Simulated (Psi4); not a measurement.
# OMP2/LANL2DZ (Cartesian functions) run of B2H5F (diborane mono F)

We compute energy and forces of B2H5F (diborane mono F). 

The calculation is run with Psi4 1.11.

3 further runs of the same task are left out: 3 that didn't finish.

### 1 The structure to begin with

The species is B2H5F (8 atoms), meant as a singlet with charge 0. The coordinates come from a GFN2-xTB relaxation.

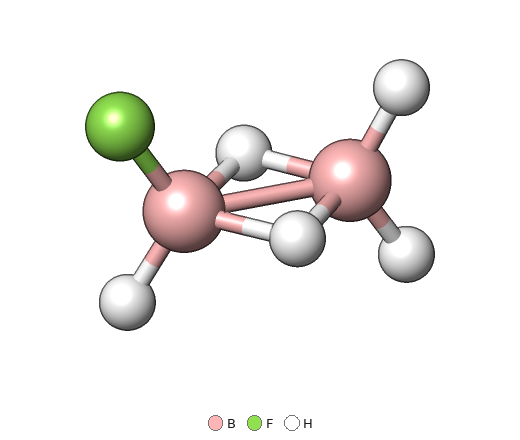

Viewed from a chosen angle; boron pink, fluorine green, hydrogen white.

### 2 Energy and forces at OMP2/LANL2DZ (Cartesian functions)

b2fh5.json reads:

```json
{
 "schema_name": "qcschema_input",
 "schema_version": 1,
 "molecule": {
  "schema_name": "qcschema_molecule",
  "schema_version": 2,
  "symbols": ["B", "F", "H", "H", "B", "H", "H", "H"],
  "geometry": [-0.25084225, 1.65109151, -0.37898457, -0.49370985, 2.28957328, -2.81332977, -0.38219711, 3.31599692, 1.0860256, 1.82131804, 0.17338237, -0.04242435, 0.25762636, -1.65757327, 0.4588444, 0.36751394, -3.23583473, -1.08797202, 0.46978591, -2.22381081, 2.58837677, -1.78947615, -0.31282526, 0.18946394],
  "molecular_charge": 0,
  "molecular_multiplicity": 1,
  "fix_symmetry": "c1"
 },
 "driver": "gradient",
 "model": {
  "method": "omp2",
  "basis": "LANL2DZ"
 },
 "keywords": {
  "reference": "rhf",
  "scf_type": "pk",
  "mp2_type": "conv"
 }
}
```

Started as:

```
psi4 --qcschema b2fh5.json -n 1 --memory 1600MB
```

stdout:

```text
Psi4 1.11 release

gradient() will perform analytic gradient computation.

   => Loading Basis Set <=

    Name: LANL2DZ
    Role: ORBITAL
    Keyword: BASIS

         ---------------------------------------------------------
                                   SCF
                              RHF Reference
                        1 Threads,   1525 MiB Core
         ---------------------------------------------------------

  ==> Geometry <==

    Molecular point group: c1
    Full point group: C1

    Geometry (in Bohr), charge = 0, multiplicity = 1:

       Center              X                  Y                   Z               Mass
    ------------   -----------------  -----------------  -----------------  -----------------
         B           -0.059461564761     0.758139546417     0.702623952761    11.009305360000
         F           -0.302329164761     1.396621316417    -1.731721247239    18.998403162730
         H           -0.190816424761     2.423044956417     2.167634122761     1.007825032230
[... 4 lines of this table left out ...]
         H           -1.598095464761    -1.205777223583     1.271072462761     1.007825032230

  Running in c1 symmetry.

  Rotational constants: A =      1.41850  B =      0.25600  C =      0.22789 [cm^-1]
  Rotational constants: A =  42525.42191  B =   7674.59061  C =   6831.87759 [MHz]
  Nuclear repulsion =   63.204315805387502

  Charge       = 0
  Multiplicity = 1
  Electrons    = 24
  Nalpha       = 12
  Nbeta        = 12

  ==> Algorithm <==

  SCF Algorithm Type is PK.
  DIIS enabled.
  MOM disabled.
  Fractional occupation disabled.
  Guess Type is SAD.
  Energy threshold   = 1.00e-10
  Density threshold  = 1.00e-10
  Integral threshold = 1.00e-12

  ==> Primary Basis <==

  Basis Set: LANL2DZ
    Blend: LANL2DZ
    Number of shells: 25
    Number of basis functions: 37
    Number of Cartesian functions: 37
    Spherical Harmonics?: false
    Max angular momentum: 1

  ==> Integral Setup <==

  Using in-core PK algorithm.
   Calculation information:
      Number of atoms:                   8
      Number of AO shells:              25
      Number of primitives:             65
      Number of atomic orbitals:        37
      Number of basis functions:        37

      Integral cutoff                 1.00e-12
      Number of threads:                 1

  Performing in-core PK
  Using 494912 doubles for integral storage.
  We computed 52144 shell quartets total.
  Whereas there are 52975 unique shell quartets.

  ==> DiskJK: Disk-Based J/K Matrices <==

    J tasked:                  Yes
    K tasked:                  Yes
    wK tasked:                  No
    Memory [MiB]:             1144
    Schwarz Cutoff:          1E-12

  Minimum eigenvalue in the overlap matrix is 1.1774238495E-02.
  Reciprocal condition number of the overlap matrix is 2.1597153288E-03.
    Using symmetric orthogonalization.

  ==> Pre-Iterations <==

  SCF Guess: Superposition of Atomic Densities via on-the-fly atomic UHF (no occupation information).

   -------------------------
    Irrep   Nso     Nmo
   -------------------------
     A         37      37
   -------------------------
    Total      37      37
   -------------------------

  ==> Iterations <==

                        Total Energy        Delta E     RMS |[F,P]|

   @RHF iter SAD:  -150.91487796795369   -1.50915e+02   0.00000e+00
   @RHF iter   1:  -151.63811950151535   -7.23242e-01   7.75534e-03 ADIIS/DIIS
   @RHF iter   2:  -151.67242175198834   -3.43023e-02   4.55877e-03 ADIIS/DIIS
   @RHF iter   3:  -151.68239966723621   -9.97792e-03   6.47789e-04 ADIIS/DIIS
   @RHF iter   4:  -151.68285605935677   -4.56392e-04   1.18434e-04 ADIIS/DIIS
   @RHF iter   5:  -151.68287858790660   -2.25285e-05   3.14892e-05 DIIS
   @RHF iter   6:  -151.68288042939787   -1.84149e-06   6.67494e-06 DIIS
   @RHF iter   7:  -151.68288052078262   -9.13847e-08   9.77310e-07 DIIS
   @RHF iter   8:  -151.68288052263978   -1.85716e-09   1.39676e-07 DIIS
   @RHF iter   9:  -151.68288052267155   -3.17755e-11   2.14263e-08 DIIS
   @RHF iter  10:  -151.68288052267246   -9.09495e-13   5.02974e-09 DIIS
   @RHF iter  11:  -151.68288052267246    0.00000e+00   9.51170e-10 DIIS
   @RHF iter  12:  -151.68288052267255   -8.52651e-14   2.10057e-10 DIIS
   @RHF iter  13:  -151.68288052267249    5.68434e-14   3.82263e-11 DIIS
  Energy and wave function converged.

  ==> Post-Iterations <==

    Orbital Energies [Eh]
    ---------------------

    Doubly Occupied:

       1A    -26.287138     2A     -7.736351     3A     -7.641072
       4A     -1.614250     5A     -0.911836     6A     -0.747824
       7A     -0.693378     8A     -0.688762     9A     -0.612055
      10A     -0.539188    11A     -0.526643    12A     -0.508085

    Virtual:

      13A      0.096484    14A      0.164607    15A      0.177636
      16A      0.181961    17A      0.222303    18A      0.248117
      19A      0.298053    20A      0.320294    21A      0.344923
[... 4 lines of this table left out ...]
      34A      1.388769    35A      1.427524    36A      1.526355
      37A      2.310294

    Final Occupation by Irrep:
              A
    DOCC [    12 ]
    NA   [    12 ]
    NB   [    12 ]

  @RHF Final Energy:  -151.68288052267249

   => Energetics <=

    Nuclear Repulsion Energy =             63.2043158053875018
    One-Electron Energy =                -332.7612318326119976
    Two-Electron Energy =                 117.8740355045519692
    Total Energy =                       -151.6828805226725194

Computation Completed

Properties will be evaluated at   0.000000,   0.000000,   0.000000 [a0]

Properties computed using the SCF density matrix

 Multipole Moments:

[... 5 lines left out ...]
 Dipole X            :         -0.6089142            0.6706130            0.0616987
 Dipole Y            :          2.9929095           -3.1401879           -0.1472784
 Dipole Z            :         -3.1147073            3.7714057            0.6566985
[... 20 lines left out ...]
 OEINTS: Overlap, kinetic, potential, dipole, and quadrupole integrals
[... 12 lines left out ...]
  CCL_ENERGY                    => (empty)
[... 21 lines left out ...]
  DIE_IF_NOT_CONVERGED          => (empty)
[... 16 lines left out ...]
  E_CONVERGENCE                 => 1e-08           !
[... 14 lines left out ...]
  LS_THC_WEIGHTS_TOLERANCE      => (empty)
[... 1 line left out ...]
  MAX_MOGRAD_CONVERGENCE        => (empty)
[... 1 line left out ...]
  MBIS_D_CONVERGENCE            => (empty)
[... 30 lines left out ...]
  PCG_CONVERGENCE               => (empty)
[... 18 lines left out ...]
  RMS_MOGRAD_CONVERGENCE        => (empty)
  R_CONVERGENCE                 => (empty)
[... 18 lines left out ...]
 ==============================================================================
 ==============================================================================
 ==============================================================================

                             OMP2 (OO-MP2)

 ==============================================================================
 ==============================================================================
 ==============================================================================

	For this energy convergence, default RMS orbital gradient is:     3.16e-07
	For this energy convergence, default MAX orbital gradient is:     2.00e-06
	MO spaces per irreps...

	IRREP   FC    OCC   VIR  FV
	==============================
	   A     0    12    25    0
	==============================

	Memory is   1600 MB
	Cost of iabc is      0 MB
	Cost of abcd is      0 MB
	Switching to the incore algorithm for iabc..
	Switching to the incore algorithm for abcd..

	Computing MP2 energy using SCF MOs (Canonical MP2)...
	==============================================================================
	Nuclear Repulsion Energy (a.u.)    :    63.20431580538750
	SCF Energy (a.u.)                  :  -151.68288052267249
	REF Energy (a.u.)                  :  -151.68288052267212
	Alpha-Alpha Contribution (a.u.)    :    -0.02538194933583
	Alpha-Beta Contribution (a.u.)     :    -0.18528041057469
	Beta-Beta Contribution (a.u.)      :    -0.02538194933583
	Scaled_SS Correlation Energy (a.u.):    -0.01692129955722
	Scaled_OS Correlation Energy (a.u.):    -0.22233649268963
	SCS-MP2 Total Energy (a.u.)        :  -151.92213831491898
	SOS-MP2 Total Energy (a.u.)        :  -151.92374505641922
	SCSN-MP2 Total Energy (a.u.)       :  -151.77222498433423
	SCS-MP2-VDW Total Energy (a.u.)    :  -151.94542139754356
	SOS-PI-MP2 Total Energy (a.u.)     :  -151.94227309747669
	MP2 Correlation Energy (a.u.)      :    -0.23604430924635
	MP2 Total Energy (a.u.)            :  -151.91892483191847
	==============================================================================

	Number of independent-pairs: 300

 ==============================================================================
 ================ Performing OMP2 iterations... ===============================
 ==============================================================================
	            Minimizing MP2-L Functional
	            ---------------------------
 Iter       E_total           DE           RMS MO Grad      MAX MO Grad      RMS T2
 ----    ---------------    ----------     -----------      -----------     ----------
   1     -151.9215032566     -2.58e-03       3.01e-03         2.14e-02        3.16e-05
   2     -151.9221358392     -6.33e-04       2.01e-03         1.29e-02        4.53e-06
   3     -151.9223273756     -1.92e-04       4.60e-04         3.63e-03        6.80e-06
[... 17 lines of this table left out ...]
  21     -151.9225255685     -1.18e-09       2.00e-09         2.78e-08        9.47e-13

 ==============================================================================
 ======================== OMP2 ITERATIONS ARE CONVERGED =======================
 ==============================================================================

	Computing MP2 energy using optimized MOs...
	==============================================================================
	Nuclear Repulsion Energy (a.u.)    :    63.20431580538750
	SCF Energy (a.u.)                  :  -151.68288052267249
	REF Energy (a.u.)                  :  -151.67889275962497
	Alpha-Alpha Contribution (a.u.)    :    -0.02673392244690
	Alpha-Beta Contribution (a.u.)     :    -0.19016497335671
	Beta-Beta Contribution (a.u.)      :    -0.02673392244690
	Scaled_SS Correlation Energy (a.u.):    -0.01782261496460
	Scaled_OS Correlation Energy (a.u.):    -0.22819796802806
	SCS-MP2 Total Energy (a.u.)        :  -151.92491334261763
	SOS-MP2 Total Energy (a.u.)        :  -151.90709072765304
	SCSN-MP2 Total Energy (a.u.)       :  -151.77299616663808
	SCS-MP2-VDW Total Energy (a.u.)    :  -151.94903784796847
	SOS-PI-MP2 Total Energy (a.u.)     :  -151.94512372232438
	MP2 Correlation Energy (a.u.)      :    -0.24363281825052
	MP2 Total Energy (a.u.)            :  -151.92252557787549
	==============================================================================

	==============================================================================
	================ OMP2 FINAL RESULTS ==========================================
	==============================================================================
	Nuclear Repulsion Energy (a.u.)    :    63.20431580538750
	SCF Energy (a.u.)                  :  -151.68288052267249
	REF Energy (a.u.)                  :  -151.67889275962497
	SCS-OMP2 Total Energy (a.u.)       :  -151.92491334261763
	SOS-OMP2 Total Energy (a.u.)       :  -151.90709072765304
	OMP2 Correlation Energy (a.u.)     :    -0.23964504580312
	Eomp2 - Eref (a.u.)                :    -0.24363280885063
	OMP2 Total Energy (a.u.)           :  -151.92252556847561
	==============================================================================

	Analytic gradient computation is starting...
	Computing diagonal blocks of GFM...
	Writing particle density matrices and GFM to disk...
	Necessary information has been sent to DERIV, which will take care of the rest.

	total time  =         13 seconds =       0.22 minutes
    Molecular point group: c1
    Full point group: C1

    Geometry (in Bohr), charge = 0, multiplicity = 1:

       Center              X                  Y                   Z
    ------------   -----------------  -----------------  -----------------
         B           -0.059461564761     0.758139546417     0.702623952761
         F           -0.302329164761     1.396621316417    -1.731721247239
         H           -0.190816424761     2.423044956417     2.167634122761
[... 4 lines of this table left out ...]
         H           -1.598095464761    -1.205777223583     1.271072462761

	Presorting MO-basis TPDM.
	Sorting File: MO TPDM (AA|AA) nbuckets = 1
	Starting first half-transformation.
	Sorting half-transformed TPDM.
	First half integral transformation complete.

  -Total gradient:
     Atom            X                  Y                   Z
    ------   -----------------  -----------------  -----------------
       1       -0.004620304994     0.011693037290    -0.043029013200
       2        0.006088837215    -0.014916157942     0.063933679872
       3       -0.000897399834     0.000412506737    -0.011806397741
[... 4 lines of this table left out ...]
       8        0.008331162244     0.001806294999    -0.004394392724

    Psi4 run time: 0:00:14.57
```

The result, in JSON:

```text
{
 "driver": "gradient",
 "model": {
  "method": "omp2",
  "basis": "LANL2DZ"
 },
 "success": true,
 "return_result": [-0.004620304994013391, 0.011693037289843389, -0.04302901319969532, 0.0060888372146596925, -0.014916157941694763, 0.06393367987198673, -0.0008973998337817451, 0.00041250673703441265, -0.011806397740591112, -0.008799105124444262, -0.0012154670496088982, -0.003051161076996267, 0.0001272074127520728, 0.0007232444194014143, -0.0013538784983726515, 0.00021020465157675639, 0.004139091894971303, 0.012427864357469343, -0.0004406015710096689, -0.0026425503497962133, -0.01272670099012907, 0.008331162244061163, 0.0018062949989149368, -0.0043943927238762615],
 "properties": {
  "calcinfo_nbasis": 37,
  "calcinfo_nmo": 37,
  "calcinfo_nalpha": 12,
  "calcinfo_nbeta": 12,
  "calcinfo_natom": 8,
  "nuclear_repulsion_energy": 63.2043158053875,
  "return_energy": -151.9225255684756,
  "return_gradient": [-0.004620304994013391, 0.011693037289843389, -0.04302901319969532, 0.0060888372146596925, -0.014916157941694763, 0.06393367987198673, -0.0008973998337817451, 0.00041250673703441265, -0.011806397740591112, -0.008799105124444262, -0.0012154670496088982, -0.003051161076996267, 0.0001272074127520728, 0.0007232444194014143, -0.0013538784983726515, 0.00021020465157675639, 0.004139091894971303, 0.012427864357469343, -0.0004406015710096689, -0.0026425503497962133, -0.01272670099012907, 0.008331162244061163, 0.0018062949989149368, -0.0043943927238762615],
  "scf_one_electron_energy": -332.761231832612,
  "scf_two_electron_energy": 117.87403550455197,
  "scf_dipole_moment": [0.06169873962098138, -0.1472784432683234, 0.6566984523230928],
  "scf_total_energy": -151.6828805226725,
  "scf_iterations": 13,
  "mp2_same_spin_correlation_energy": -0.050763898671654976,
  "mp2_opposite_spin_correlation_energy": -0.18528041057469327,
  "mp2_singles_energy": 0.0,
  "mp2_doubles_energy": -0.23604430924634826,
  "mp2_correlation_energy": -0.23604430924598319,
  "mp2_total_energy": -151.91892483191847
 }
}
```

Run time: 16 s. Hardware: 1 thread of Intel Xeon at 2.60GHz (Ice Lake), shared host; peak memory 0.21 GiB.

### 3 What came out

Level: OMP2/LANL2DZ (Cartesian functions).

```
                             quantity          value
                         total energy  -151.92253 Eh
  HOMO energy (Hartree–Fock orbitals)      -13.83 eV
  LUMO energy (Hartree–Fock orbitals)        2.63 eV
HOMO–LUMO gap (Hartree–Fock orbitals)       16.45 eV
                   correlation energy     -239.6 mEh
             largest force on an atom     3.390 eV/Å
```

**Reading.** The largest force is 3.39 eV/Å: the shape isn't a stationary point for this species at this level.
